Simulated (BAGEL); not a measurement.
**C2H2FSi− (SMILES C#C[SiH-]F): HF/6-311+G(d,p) (density fitting with qzvpp-jkfit)**

What is the energy change on altering one bond length of C2H2FSi− at HF/6-311+G** (density fitting with qzvpp-jkfit)? 

Program for the calculation: BAGEL 1.2.2.

2 further runs of the same task are left out: 2 set aside as unsound or not needed. Runs told in other sessions of the task aren't counted.

## Step 1: The system as given

The species is C2H2FSi− (6 atoms), meant as a singlet with charge -1. SMILES: `C#C[SiH-]F`. Geometry: relaxed at GFN2-xTB.

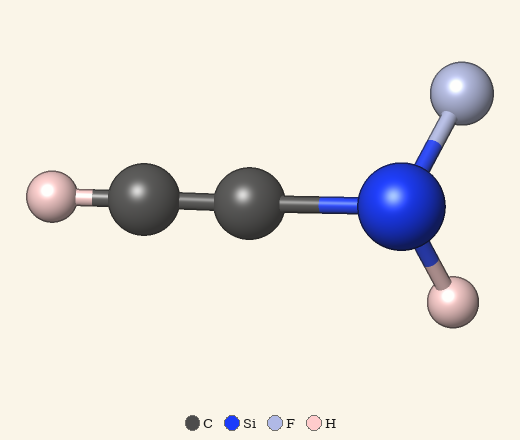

The structure, seen from a chosen angle (carbon dark grey, silicon blue, fluorine light blue, hydrogen pink).

## Step 2: A single-point energy at HF/6-311+G(d,p) (density fitting with qzvpp-jkfit)

hf.json reads:

```json
{ "bagel": [

{
  "title": "molecule",
  "basis": "6-311+gss.json",
  "df_basis": "qzvpp-jkfit",
  "angstrom": true,
  "geometry": [
    { "atom": "C", "xyz": [       1.111270,      -0.445760,      -1.230420 ] },
    { "atom": "C", "xyz": [       0.327710,      -0.094560,      -0.377550 ] },
    { "atom": "Si", "xyz": [      -0.326790,       0.561260,       1.245330 ] },
    { "atom": "F", "xyz": [      -1.396830,      -0.723260,       1.675750 ] },
    { "atom": "H", "xyz": [       1.713780,      -0.774250,      -2.040660 ] },
    { "atom": "H", "xyz": [      -1.429140,       1.476570,       0.727570 ] }
  ]
},

{
  "title": "hf",
  "charge": -1
},

{
  "title": "print",
  "file": "orbitals.molden",
  "orbitals": true
}

]}
```

The basis set 6-311+G** is read from a file made from the Basis Set Exchange's data (not shown).

Launch:

```sh
$ BAGEL_NUM_THREADS=1 BAGEL hf.json > hf.out
```

Log:

```text
* using 1 threads per process

  ===============================================================
  ===============================================================

  *** Geometry ***

  { "atom" : "C", "xyz" : [      2.099996,     -0.842364,     -2.325157 ] },
  { "atom" : "C", "xyz" : [      0.619282,     -0.178693,     -0.713466 ] },
  { "atom" : "Si", "xyz" : [     -0.617544,      1.060628,      2.353333 ] },
  { "atom" : "F", "xyz" : [     -2.639626,     -1.366763,      3.166709 ] },
  { "atom" : "H", "xyz" : [      3.238575,     -1.463120,     -3.856289 ] },
  { "atom" : "H", "xyz" : [     -2.700683,      2.790313,      1.374908 ] },

  Number of auxiliary basis functions:      391

  Since a DF basis is specified, we compute 2- and 3-index integrals:
    o Being stored without compression. Storage requirement is 0.036 GB

  Number of basis functions:      108
  Number of electrons      :       37

    * METHOD: MOLECULE                             0.17

  *** RHF ***

  === Nuclear Repulsion ===
   126.8097802611

      * DIIS with orbital gradients will be used.

  === RHF iteration (6-311+gss.json) ===
      0       -464.89260185          0.03016129           0.06
      1       -465.14397608          0.02144802           0.05
      2       -465.30399045          0.00246611           0.05
      3       -465.30828742          0.00110670           0.06
      4       -465.30918236          0.00025617           0.06
      5       -465.30931745          0.00012541           0.06
      6       -465.30933644          0.00008163           0.06
      7       -465.30934558          0.00002863           0.06
      8       -465.30934699          0.00001355           0.06
      9       -465.30934731          0.00000549           0.05
     10       -465.30934736          0.00000210           0.05
     11       -465.30934737          0.00000078           0.06
     12       -465.30934737          0.00000032           0.06
     13       -465.30934737          0.00000015           0.06
     14       -465.30934737          0.00000008           0.06
     15       -465.30934737          0.00000004           0.06
     16       -465.30934737          0.00000003           0.06
     17       -465.30934737          0.00000001           0.05
     18       -465.30934737          0.00000001           0.06
    * SCF iteration converged.

    * Permanent dipole moment:
           (   -0.366918,     0.389627,     1.150992) a.u.

    * METHOD: HF                                   1.21

    * METHOD: PRINT                                0.03

  ===============================================================
```

Run time: 1.6 s. Hardware: 1 thread of Arm Neoverse V1, shared host.

## Step 3: The distorted shape at the same level

hf.json reads:

```json
{ "bagel": [

{
  "title": "molecule",
  "basis": "6-311+gss.json",
  "df_basis": "qzvpp-jkfit",
  "angstrom": true,
  "geometry": [
    { "atom": "C", "xyz": [       1.646287,       0.196496,      -1.445629 ] },
    { "atom": "C", "xyz": [       0.862727,       0.547696,      -0.592759 ] },
    { "atom": "Si", "xyz": [       0.208227,       1.203516,       1.030121 ] },
    { "atom": "F", "xyz": [      -1.396830,      -0.723260,       1.675750 ] },
    { "atom": "H", "xyz": [       2.248797,      -0.131994,      -2.255869 ] },
    { "atom": "H", "xyz": [      -0.894123,       2.118826,       0.512361 ] }
  ]
},

{
  "title": "hf",
  "charge": -1
},

{
  "title": "print",
  "file": "orbitals.molden",
  "orbitals": true
}

]}
```

The basis set 6-311+G** is read from a file made from the Basis Set Exchange's data (not shown).

Launch:

```sh
$ BAGEL_NUM_THREADS=1 BAGEL hf.json > hf.out
```

Log:

```text
* using 1 threads per process

  ===============================================================
  ===============================================================

  *** Geometry ***

  { "atom" : "C", "xyz" : [      3.111032,      0.371324,     -2.731843 ] },
  { "atom" : "C", "xyz" : [      1.630318,      1.034995,     -1.120152 ] },
  { "atom" : "Si", "xyz" : [      0.393492,      2.274316,      1.946647 ] },
  { "atom" : "F", "xyz" : [     -2.639626,     -1.366763,      3.166709 ] },
  { "atom" : "H", "xyz" : [      4.249610,     -0.249433,     -4.262975 ] },
  { "atom" : "H", "xyz" : [     -1.689648,      4.004001,      0.968222 ] },

  Number of auxiliary basis functions:      391

  Since a DF basis is specified, we compute 2- and 3-index integrals:
    o Being stored without compression. Storage requirement is 0.036 GB

  Number of basis functions:      108
  Number of electrons      :       37

    * METHOD: MOLECULE                             0.17

  *** RHF ***

  === Nuclear Repulsion ===
   110.2872630103

      * DIIS with orbital gradients will be used.

  === RHF iteration (6-311+gss.json) ===
      0       -464.77566716          0.03141938           0.06
      1       -464.91378465          0.02947257           0.06
      2       -465.22695942          0.00386377           0.06
      3       -465.23429692          0.00137957           0.06
      4       -465.23589975          0.00040694           0.06
      5       -465.23613023          0.00024634           0.05
      6       -465.23619918          0.00012237           0.05
      7       -465.23623306          0.00004534           0.06
      8       -465.23623611          0.00002790           0.06
      9       -465.23623706          0.00001255           0.06
     10       -465.23623734          0.00000501           0.06
     11       -465.23623737          0.00000245           0.06
     12       -465.23623738          0.00000109           0.06
     13       -465.23623738          0.00000061           0.06
     14       -465.23623738          0.00000027           0.06
     15       -465.23623738          0.00000013           0.06
     16       -465.23623738          0.00000008           0.06
     17       -465.23623738          0.00000004           0.06
     18       -465.23623738          0.00000002           0.06
     19       -465.23623738          0.00000001           0.06
     20       -465.23623738          0.00000001           0.06
    * SCF iteration converged.

    * Permanent dipole moment:
           (   -1.924749,    -1.254642,     1.874015) a.u.

    * METHOD: HF                                   1.33

    * METHOD: PRINT                                0.03

  ===============================================================
```

Run time: 1.7 s. Hardware: 1 thread of Arm Neoverse V1, shared host.

## Step 4: What came out

Level: HF/6-311+G** (density fitting with qzvpp-jkfit).

| quantity | value |
| --- | --- |
| first shape: total energy | -465.30935 Eh |
| first shape: HOMO energy | -2.39 eV |
| first shape: LUMO energy | 4.55 eV |
| first shape: HOMO–LUMO gap (to an unbound level, set by the basis) | 6.94 eV |
| distorted shape: total energy | -465.23624 Eh |
| distorted shape: HOMO energy | -4.04 eV |
| distorted shape: LUMO energy | 4.20 eV |
| distorted shape: HOMO–LUMO gap (to an unbound level, set by the basis) | 8.23 eV |
| energy change with the Si3–F4 bond stretched from 1.726 to 2.590 Å | 1.989 eV |

**Reading.** With the Si3–F4 bond stretched from 1.726 to 2.590 Å the energy rises by 1.99 eV (192 kJ/mol). The first shape isn't relaxed at this level, so the change isn't measured from a minimum.
